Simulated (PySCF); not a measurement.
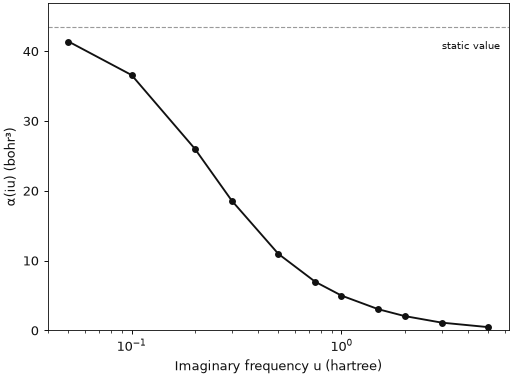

Dipole polarisability at imaginary frequency of Tc⁺ ([Kr] 4d⁴ 5s²). Coupled response at the PBE level; PySCF, x2c-TZVPPall plus 1 diffuse shell for each l, spin-free X2C-1e, unrestricted single determinants, no spin-orbit coupling.

Describe the response.

The static dipole polarisability is 43.4 bohr³; α(iu) falls to half of it near u = 0.25 hartree. The Casimir–Polder integral gives C₆ = 381 hartree bohr⁶ for two such species.
